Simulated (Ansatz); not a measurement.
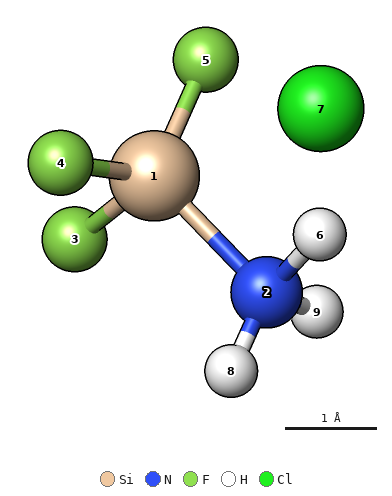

Figure 1. The structure as given in the input (ball-and-stick view, seen at a tilt; atoms are numbered from 1 in the order of the input). Bond lengths as drawn: F–Si 1.59 to 1.62 Å, H–N 1.03 to 1.21 Å and N–Si 1.82 Å.

## Run report: SiNH₃ClF₃, molecular dynamics (part 1 of 3)

SiNH₃ClF₃, computed with RKS B3LYP/def2-SVP (Ansatz 0.2.0).

It belongs to a series of runs on one base structure; here: dynamics from the highest image of the converged band. Figures and captions count atoms from 1; the log counts them from 0 in places.

Log
```
Engine: ansatz 0.2.0, x86_64-unknown-linux-gnu
Functional definition: B3LYP
  parameter a0 = 0.2
  parameter ax = 0.72
  parameter ac = 0.81
  exchange = (1 - a0 - ax)*slater_x + ax*b88_x + a0*exact_x
  correlation = (1 - ac)*vwn_rpa_c + ac*lyp_c
1074 factors; integrals over basis functions are off by at most 3.6e-4 eV
mean field evaluation 1: about -30074.9546 eV, gradient 6.5e1 eV
mean field evaluation 2: about -30069.0469 eV, gradient 8.9e1 eV
mean field evaluation 4: about -30082.1025 eV, gradient 1.6e0 eV
mean field evaluation 8: about -30082.1234 eV, gradient 1.2e-1 eV
mean field evaluation 16: about -30082.1234 eV, gradient 1.2e-5 eV
mean field -30082.12344822 eV, -1105.4976463265 hartree, gradient 1.2e-5 eV, S^2 0.000000; 0 other end points of the search recorded, 0 dependent functions left out
the calculation of the forces begins
reference -30082.12365911 eV, -1105.4976540764 hartree; 34, 34 occupied and 73, 73 virtual orbitals, 1074 factors
md step     0: t =     0.00 fs  T =   300.0 K  F+E_penalty+E_count = -30082.12344822 eV  E_kin = 0.271446 eV  conserved = -30081.85200222 eV  (27 SCF iters)
these checks for a lower state are left out or cut short: starts, cluster_reference, orbital_swaps, neighbouring_geometries, increment
1074 factors; integrals over basis functions are off by at most 3.6e-4 eV
mean field -30082.11870531 eV, -1105.4974720278 hartree, gradient 9.2e-6 eV, S^2 0.000000; 0 other end points of the search recorded, 0 dependent functions left out
the calculation of the forces begins
reference -30082.11891639 eV, -1105.4974797849 hartree; 34, 34 occupied and 73, 73 virtual orbitals, 1074 factors
md step     1: t =     0.50 fs  T =   294.9 K  F+E_penalty+E_count = -30082.11870531 eV  E_kin = 0.266821 eV  conserved = -30081.85188446 eV  (30 SCF iters)
[... from here on the SCF iterations and repeated set-up lines of each step are left out, up to the last step ...]
md step     2: t =     1.00 fs  T =   281.1 K  F+E_penalty+E_count = -30082.10599310 eV  E_kin = 0.254341 eV  conserved = -30081.85165184 eV  (30 SCF iters)
md step     3: t =     1.50 fs  T =   262.4 K  F+E_penalty+E_count = -30082.08884690 eV  E_kin = 0.237451 eV  conserved = -30081.85139626 eV  (31 SCF iters)
md step     4: t =     2.00 fs  T =   243.2 K  F+E_penalty+E_count = -30082.07121654 eV  E_kin = 0.220015 eV  conserved = -30081.85120106 eV  (30 SCF iters)
md step     5: t =     2.50 fs  T =   226.6 K  F+E_penalty+E_count = -30082.05615041 eV  E_kin = 0.205033 eV  conserved = -30081.85111694 eV  (24 SCF iters)
md step     6: t =     3.00 fs  T =   214.2 K  F+E_penalty+E_count = -30082.04496285 eV  E_kin = 0.193806 eV  conserved = -30081.85115670 eV  (24 SCF iters)
md step     7: t =     3.50 fs  T =   205.3 K  F+E_penalty+E_count = -30082.03701926 eV  E_kin = 0.185723 eV  conserved = -30081.85129670 eV  (23 SCF iters)
md step     8: t =     4.00 fs  T =   197.4 K  F+E_penalty+E_count = -30082.03012191 eV  E_kin = 0.178639 eV  conserved = -30081.85148272 eV  (24 SCF iters)
md step     9: t =     4.50 fs  T =   187.6 K  F+E_penalty+E_count = -30082.02138017 eV  E_kin = 0.169738 eV  conserved = -30081.85164220 eV  (31 SCF iters)
md step    10: t =     5.00 fs  T =   173.2 K  F+E_penalty+E_count = -30082.00837593 eV  E_kin = 0.156677 eV  conserved = -30081.85169910 eV  (31 SCF iters)
md step    11: t =     5.50 fs  T =   153.4 K  F+E_penalty+E_count = -30081.99035487 eV  E_kin = 0.138755 eV  conserved = -30081.85160022 eV  (31 SCF iters)
md step    12: t =     6.00 fs  T =   130.0 K  F+E_penalty+E_count = -30081.96900748 eV  E_kin = 0.117655 eV  conserved = -30081.85135293 eV  (25 SCF iters)
md step    13: t =     6.50 fs  T =   107.5 K  F+E_penalty+E_count = -30081.94828249 eV  E_kin = 0.097233 eV  conserved = -30081.85104912 eV  (23 SCF iters)
md step    14: t =     7.00 fs  T =    90.7 K  F+E_penalty+E_count = -30081.93292146 eV  E_kin = 0.082084 eV  conserved = -30081.85083749 eV  (23 SCF iters)
md step    15: t =     7.50 fs  T =    83.3 K  F+E_penalty+E_count = -30081.92618574 eV  E_kin = 0.075349 eV  conserved = -30081.85083667 eV  (23 SCF iters)
md step    16: t =     8.00 fs  T =    85.1 K  F+E_penalty+E_count = -30081.92808401 eV  E_kin = 0.077036 eV  conserved = -30081.85104791 eV  (24 SCF iters)
md step    17: t =     8.50 fs  T =    92.8 K  F+E_penalty+E_count = -30081.93535949 eV  E_kin = 0.084009 eV  conserved = -30081.85135090 eV  (24 SCF iters)
md step    18: t =     9.00 fs  T =   101.4 K  F+E_penalty+E_count = -30081.94329467 eV  E_kin = 0.091707 eV  conserved = -30081.85158815 eV  (24 SCF iters)
md step    19: t =     9.50 fs  T =   106.6 K  F+E_penalty+E_count = -30081.94810901 eV  E_kin = 0.096449 eV  conserved = -30081.85166007 eV  (24 SCF iters)
md step    20: t =    10.00 fs  T =   107.2 K  F+E_penalty+E_count = -30081.94853109 eV  E_kin = 0.096969 eV  conserved = -30081.85156173 eV  (26 SCF iters)
md step    21: t =    10.50 fs  T =   104.5 K  F+E_penalty+E_count = -30081.94594218 eV  E_kin = 0.094582 eV  conserved = -30081.85136038 eV  (23 SCF iters)
md step    22: t =    11.00 fs  T =   101.9 K  F+E_penalty+E_count = -30081.94338147 eV  E_kin = 0.092232 eV  conserved = -30081.85114973 eV  (24 SCF iters)
md step    23: t =    11.50 fs  T =   102.9 K  F+E_penalty+E_count = -30081.94409333 eV  E_kin = 0.093082 eV  conserved = -30081.85101173 eV  (24 SCF iters)
md step    24: t =    12.00 fs  T =   109.7 K  F+E_penalty+E_count = -30081.95023111 eV  E_kin = 0.099238 eV  conserved = -30081.85099262 eV  (24 SCF iters)
md step    25: t =    12.50 fs  T =   122.7 K  F+E_penalty+E_count = -30081.96210035 eV  E_kin = 0.111003 eV  conserved = -30081.85109760 eV  (24 SCF iters)
md step    26: t =    13.00 fs  T =   140.1 K  F+E_penalty+E_count = -30081.97806355 eV  E_kin = 0.126769 eV  conserved = -30081.85129443 eV  (24 SCF iters)
md step    27: t =    13.50 fs  T =   158.6 K  F+E_penalty+E_count = -30081.99504918 eV  E_kin = 0.143525 eV  conserved = -30081.85152414 eV  (25 SCF iters)
md step    28: t =    14.00 fs  T =   174.4 K  F+E_penalty+E_count = -30082.00950228 eV  E_kin = 0.157790 eV  conserved = -30081.85171230 eV  (31 SCF iters)
md step    29: t =    14.50 fs  T =   184.3 K  F+E_penalty+E_count = -30082.01857623 eV  E_kin = 0.166791 eV  conserved = -30081.85178506 eV  (31 SCF iters)
md step    30: t =    15.00 fs  T =   187.4 K  F+E_penalty+E_count = -30082.02128179 eV  E_kin = 0.169585 eV  conserved = -30081.85169682 eV  (31 SCF iters)
md step    31: t =    15.50 fs  T =   185.3 K  F+E_penalty+E_count = -30082.01914197 eV  E_kin = 0.167674 eV  conserved = -30081.85146845 eV  (31 SCF iters)
md step    32: t =    16.00 fs  T =   181.9 K  F+E_penalty+E_count = -30082.01579974 eV  E_kin = 0.164595 eV  conserved = -30081.85120439 eV  (25 SCF iters)
md step    33: t =    16.50 fs  T =   181.6 K  F+E_penalty+E_count = -30082.01536289 eV  E_kin = 0.164307 eV  conserved = -30081.85105546 eV  (24 SCF iters)
md step    34: t =    17.00 fs  T =   186.8 K  F+E_penalty+E_count = -30082.02011903 eV  E_kin = 0.168996 eV  conserved = -30081.85112279 eV  (24 SCF iters)
md step    35: t =    17.50 fs  T =   196.3 K  F+E_penalty+E_count = -30082.02903772 eV  E_kin = 0.177659 eV  conserved = -30081.85137914 eV  (23 SCF iters)
md step    36: t =    18.00 fs  T =   206.1 K  F+E_penalty+E_count = -30082.03819484 eV  E_kin = 0.186512 eV  conserved = -30081.85168317 eV  (30 SCF iters)
md step    37: t =    18.50 fs  T =   211.1 K  F+E_penalty+E_count = -30082.04289588 eV  E_kin = 0.191018 eV  conserved = -30081.85187756 eV  (31 SCF iters)
md step    38: t =    19.00 fs  T =   208.0 K  F+E_penalty+E_count = -30082.04007398 eV  E_kin = 0.188193 eV  conserved = -30081.85188120 eV  (31 SCF iters)
md step    39: t =    19.50 fs  T =   196.6 K  F+E_penalty+E_count = -30082.02957687 eV  E_kin = 0.177862 eV  conserved = -30081.85171450 eV  (31 SCF iters)
md step    40: t =    20.00 fs  T =   179.5 K  F+E_penalty+E_count = -30082.01391449 eV  E_kin = 0.162449 eV  conserved = -30081.85146500 eV  (28 SCF iters)
md step    41: t =    20.50 fs  T =   161.0 K  F+E_penalty+E_count = -30081.99694071 eV  E_kin = 0.145706 eV  conserved = -30081.85123457 eV  (25 SCF iters)
md step    42: t =    21.00 fs  T =   145.0 K  F+E_penalty+E_count = -30081.98226789 eV  E_kin = 0.131170 eV  conserved = -30081.85109810 eV  (24 SCF iters)
md step    43: t =    21.50 fs  T =   133.7 K  F+E_penalty+E_count = -30081.97207074 eV  E_kin = 0.120986 eV  conserved = -30081.85108467 eV  (24 SCF iters)
md step    44: t =    22.00 fs  T =   127.6 K  F+E_penalty+E_count = -30081.96659697 eV  E_kin = 0.115417 eV  conserved = -30081.85117971 eV  (24 SCF iters)
md step    45: t =    22.50 fs  T =   124.9 K  F+E_penalty+E_count = -30081.96437332 eV  E_kin = 0.113033 eV  conserved = -30081.85133983 eV  (24 SCF iters)
md step    46: t =    23.00 fs  T =   123.1 K  F+E_penalty+E_count = -30081.96289724 eV  E_kin = 0.111391 eV  conserved = -30081.85150608 eV  (24 SCF iters)
md step    47: t =    23.50 fs  T =   119.3 K  F+E_penalty+E_count = -30081.95958659 eV  E_kin = 0.107971 eV  conserved = -30081.85161582 eV  (25 SCF iters)
md step    48: t =    24.00 fs  T =   111.8 K  F+E_penalty+E_count = -30081.95279580 eV  E_kin = 0.101183 eV  conserved = -30081.85161276 eV  (31 SCF iters)
md step    49: t =    24.50 fs  T =   100.8 K  F+E_penalty+E_count = -30081.94269115 eV  E_kin = 0.091221 eV  conserved = -30081.85146968 eV  (25 SCF iters)
md step    50: t =    25.00 fs  T =    88.9 K  F+E_penalty+E_count = -30081.93162472 eV  E_kin = 0.080406 eV  conserved = -30081.85121844 eV  (25 SCF iters)
md step    51: t =    25.50 fs  T =    80.2 K  F+E_penalty+E_count = -30081.92357276 eV  E_kin = 0.072611 eV  conserved = -30081.85096183 eV  (25 SCF iters)
md step    52: t =    26.00 fs  T =    79.2 K  F+E_penalty+E_count = -30081.92251892 eV  E_kin = 0.071685 eV  conserved = -30081.85083409 eV  (23 SCF iters)
md step    53: t =    26.50 fs  T =    87.9 K  F+E_penalty+E_count = -30081.93041882 eV  E_kin = 0.079503 eV  conserved = -30081.85091609 eV  (24 SCF iters)
md step    54: t =    27.00 fs  T =   104.8 K  F+E_penalty+E_count = -30081.94599613 eV  E_kin = 0.094824 eV  conserved = -30081.85117258 eV  (25 SCF iters)
md step    55: t =    27.50 fs  T =   125.8 K  F+E_penalty+E_count = -30081.96528465 eV  E_kin = 0.113814 eV  conserved = -30081.85147091 eV  (25 SCF iters)
md step    56: t =    28.00 fs  T =   145.8 K  F+E_penalty+E_count = -30081.98362939 eV  E_kin = 0.131961 eV  conserved = -30081.85166875 eV  (30 SCF iters)
md step    57: t =    28.50 fs  T =   161.5 K  F+E_penalty+E_count = -30081.99786276 eV  E_kin = 0.146168 eV  conserved = -30081.85169447 eV  (30 SCF iters)
md step    58: t =    29.00 fs  T =   172.3 K  F+E_penalty+E_count = -30082.00744599 eV  E_kin = 0.155877 eV  conserved = -30081.85156860 eV  (30 SCF iters)
md step    59: t =    29.50 fs  T =   180.0 K  F+E_penalty+E_count = -30082.01421038 eV  E_kin = 0.162838 eV  conserved = -30081.85137272 eV  (26 SCF iters)
md step    60: t =    30.00 fs  T =   187.8 K  F+E_penalty+E_count = -30082.02112891 eV  E_kin = 0.169928 eV  conserved = -30081.85120097 eV  (26 SCF iters)
md step    61: t =    30.50 fs  T =   198.6 K  F+E_penalty+E_count = -30082.03085456 eV  E_kin = 0.179734 eV  conserved = -30081.85112077 eV  (27 SCF iters)
md step    62: t =    31.00 fs  T =   213.8 K  F+E_penalty+E_count = -30082.04464450 eV  E_kin = 0.193489 eV  conserved = -30081.85115584 eV  (27 SCF iters)
md step    63: t =    31.50 fs  T =   232.8 K  F+E_penalty+E_count = -30082.06196194 eV  E_kin = 0.210673 eV  conserved = -30081.85128912 eV  (26 SCF iters)
md step    64: t =    32.00 fs  T =   253.4 K  F+E_penalty+E_count = -30082.08072555 eV  E_kin = 0.229247 eV  conserved = -30081.85147843 eV  (26 SCF iters)
md step    65: t =    32.50 fs  T =   272.2 K  F+E_penalty+E_count = -30082.09798661 eV  E_kin = 0.246318 eV  conserved = -30081.85166901 eV  (25 SCF iters)
md step    66: t =    33.00 fs  T =   286.3 K  F+E_penalty+E_count = -30082.11081856 eV  E_kin = 0.259016 eV  conserved = -30081.85180299 eV  (26 SCF iters)
md step    67: t =    33.50 fs  T =   293.4 K  F+E_penalty+E_count = -30082.11725838 eV  E_kin = 0.265430 eV  conserved = -30081.85182833 eV  (26 SCF iters)
md step    68: t =    34.00 fs  T =   293.3 K  F+E_penalty+E_count = -30082.11711697 eV  E_kin = 0.265397 eV  conserved = -30081.85172046 eV  (26 SCF iters)
md step    69: t =    34.50 fs  T =   288.2 K  F+E_penalty+E_count = -30082.11230880 eV  E_kin = 0.260796 eV  conserved = -30081.85151315 eV  (25 SCF iters)
md step    70: t =    35.00 fs  T =   281.8 K  F+E_penalty+E_count = -30082.10626026 eV  E_kin = 0.254951 eV  conserved = -30081.85130943 eV  (26 SCF iters)
md step    71: t =    35.50 fs  T =   277.5 K  F+E_penalty+E_count = -30082.10229247 eV  E_kin = 0.251053 eV  conserved = -30081.85123912 eV  (26 SCF iters)
md step    72: t =    36.00 fs  T =   276.6 K  F+E_penalty+E_count = -30082.10167242 eV  E_kin = 0.250305 eV  conserved = -30081.85136751 eV  (25 SCF iters)
md step    73: t =    36.50 fs  T =   277.4 K  F+E_penalty+E_count = -30082.10266229 eV  E_kin = 0.251031 eV  conserved = -30081.85163085 eV  (25 SCF iters)
md step    74: t =    37.00 fs  T =   275.9 K  F+E_penalty+E_count = -30082.10148404 eV  E_kin = 0.249617 eV  conserved = -30081.85186721 eV  (26 SCF iters)
md step    75: t =    37.50 fs  T =   268.4 K  F+E_penalty+E_count = -30082.09474802 eV  E_kin = 0.242827 eV  conserved = -30081.85192148 eV  (26 SCF iters)
md step    76: t =    38.00 fs  T =   254.3 K  F+E_penalty+E_count = -30082.08179344 eV  E_kin = 0.230054 eV  conserved = -30081.85173990 eV  (27 SCF iters)
md step    77: t =    38.50 fs  T =   236.6 K  F+E_penalty+E_count = -30082.06550578 eV  E_kin = 0.214109 eV  conserved = -30081.85139671 eV  (27 SCF iters)
md step    78: t =    39.00 fs  T =   221.2 K  F+E_penalty+E_count = -30082.05121355 eV  E_kin = 0.200169 eV  conserved = -30081.85104497 eV  (27 SCF iters)
md step    79: t =    39.50 fs  T =   213.9 K  F+E_penalty+E_count = -30082.04436698 eV  E_kin = 0.193530 eV  conserved = -30081.85083652 eV  (30 SCF iters)
md step    80: t =    40.00 fs  T =   218.1 K  F+E_penalty+E_count = -30082.04821467 eV  E_kin = 0.197363 eV  conserved = -30081.85085210 eV  (24 SCF iters)
md step    81: t =    40.50 fs  T =   233.7 K  F+E_penalty+E_count = -30082.06253705 eV  E_kin = 0.211460 eV  conserved = -30081.85107694 eV  (30 SCF iters)
md step    82: t =    41.00 fs  T =   256.9 K  F+E_penalty+E_count = -30082.08383476 eV  E_kin = 0.232411 eV  conserved = -30081.85142413 eV  (30 SCF iters)
md step    83: t =    41.50 fs  T =   281.7 K  F+E_penalty+E_count = -30082.10664748 eV  E_kin = 0.254866 eV  conserved = -30081.85178104 eV  (26 SCF iters)
md step    84: t =    42.00 fs  T =   302.0 K  F+E_penalty+E_count = -30082.12531210 eV  E_kin = 0.273264 eV  conserved = -30081.85204785 eV  (29 SCF iters)
md step    85: t =    42.50 fs  T =   313.2 K  F+E_penalty+E_count = -30082.13556187 eV  E_kin = 0.283407 eV  conserved = -30081.85215515 eV  (30 SCF iters)
md step    86: t =    43.00 fs  T =   313.4 K  F+E_penalty+E_count = -30082.13565521 eV  E_kin = 0.283584 eV  conserved = -30081.85207144 eV  (30 SCF iters)
md step    87: t =    43.50 fs  T =   304.0 K  F+E_penalty+E_count = -30082.12687148 eV  E_kin = 0.275055 eV  conserved = -30081.85181652 eV  (30 SCF iters)
md step    88: t =    44.00 fs  T =   289.2 K  F+E_penalty+E_count = -30082.11316386 eV  E_kin = 0.261689 eV  conserved = -30081.85147467 eV  (29 SCF iters)
md step    89: t =    44.50 fs  T =   274.8 K  F+E_penalty+E_count = -30082.09980964 eV  E_kin = 0.248630 eV  conserved = -30081.85118003 eV  (30 SCF iters)
md step    90: t =    45.00 fs  T =   265.6 K  F+E_penalty+E_count = -30082.09134457 eV  E_kin = 0.240292 eV  conserved = -30081.85105237 eV  (30 SCF iters)
md step    91: t =    45.50 fs  T =   263.7 K  F+E_penalty+E_count = -30082.08975239 eV  E_kin = 0.238632 eV  conserved = -30081.85112089 eV  (30 SCF iters)
md step    92: t =    46.00 fs  T =   268.3 K  F+E_penalty+E_count = -30082.09403688 eV  E_kin = 0.242737 eV  conserved = -30081.85129989 eV  (29 SCF iters)
md step    93: t =    46.50 fs  T =   276.3 K  F+E_penalty+E_count = -30082.10149484 eV  E_kin = 0.250043 eV  conserved = -30081.85145218 eV  (30 SCF iters)
md step    94: t =    47.00 fs  T =   285.5 K  F+E_penalty+E_count = -30082.10977778 eV  E_kin = 0.258295 eV  conserved = -30081.85148250 eV  (30 SCF iters)
md step    95: t =    47.50 fs  T =   295.0 K  F+E_penalty+E_count = -30082.11834790 eV  E_kin = 0.266955 eV  conserved = -30081.85139297 eV  (29 SCF iters)
md step    96: t =    48.00 fs  T =   306.4 K  F+E_penalty+E_count = -30082.12849623 eV  E_kin = 0.277230 eV  conserved = -30081.85126642 eV  (29 SCF iters)
md step    97: t =    48.50 fs  T =   321.5 K  F+E_penalty+E_count = -30082.14211483 eV  E_kin = 0.290904 eV  conserved = -30081.85121099 eV  (30 SCF iters)
md step    98: t =    49.00 fs  T =   341.3 K  F+E_penalty+E_count = -30082.16008034 eV  E_kin = 0.308785 eV  conserved = -30081.85129517 eV  (30 SCF iters)
md step    99: t =    49.50 fs  T =   364.4 K  F+E_penalty+E_count = -30082.18120174 eV  E_kin = 0.329685 eV  conserved = -30081.85151635 eV  (29 SCF iters)
md step   100: t =    50.00 fs  T =   387.3 K  F+E_penalty+E_count = -30082.20225241 eV  E_kin = 0.350449 eV  conserved = -30081.85180343 eV  (29 SCF iters)
md step   101: t =    50.50 fs  T =   405.6 K  F+E_penalty+E_count = -30082.21905165 eV  E_kin = 0.367005 eV  conserved = -30081.85204701 eV  (26 SCF iters)
md step   102: t =    51.00 fs  T =   415.6 K  F+E_penalty+E_count = -30082.22814151 eV  E_kin = 0.376002 eV  conserved = -30081.85213947 eV  (28 SCF iters)
md step   103: t =    51.50 fs  T =   416.0 K  F+E_penalty+E_count = -30082.22843811 eV  E_kin = 0.376424 eV  conserved = -30081.85201362 eV  (28 SCF iters)
md step   104: t =    52.00 fs  T =   409.5 K  F+E_penalty+E_count = -30082.22222775 eV  E_kin = 0.370548 eV  conserved = -30081.85167942 eV  (30 SCF iters)
md step   105: t =    52.50 fs  T =   402.0 K  F+E_penalty+E_count = -30082.21495605 eV  E_kin = 0.363715 eV  conserved = -30081.85124105 eV  (30 SCF iters)
md step   106: t =    53.00 fs  T =   400.9 K  F+E_penalty+E_count = -30082.21357292 eV  E_kin = 0.362699 eV  conserved = -30081.85087370 eV  (30 SCF iters)
md step   107: t =    53.50 fs  T =   412.3 K  F+E_penalty+E_count = -30082.22382141 eV  E_kin = 0.373069 eV  conserved = -30081.85075211 eV  (24 SCF iters)
md step   108: t =    54.00 fs  T =   438.3 K  F+E_penalty+E_count = -30082.24756778 eV  E_kin = 0.396609 eV  conserved = -30081.85095884 eV  (29 SCF iters)
md step   109: t =    54.50 fs  T =   475.4 K  F+E_penalty+E_count = -30082.28155157 eV  E_kin = 0.430124 eV  conserved = -30081.85142747 eV  (29 SCF iters)
md step   110: t =    55.00 fs  T =   515.5 K  F+E_penalty+E_count = -30082.31840322 eV  E_kin = 0.466438 eV  conserved = -30081.85196522 eV  (30 SCF iters)
md step   111: t =    55.50 fs  T =   549.5 K  F+E_penalty+E_count = -30082.34958934 eV  E_kin = 0.497239 eV  conserved = -30081.85234991 eV  (30 SCF iters)
md step   112: t =    56.00 fs  T =   570.7 K  F+E_penalty+E_count = -30082.36883802 eV  E_kin = 0.516398 eV  conserved = -30081.85244032 eV  (30 SCF iters)
```
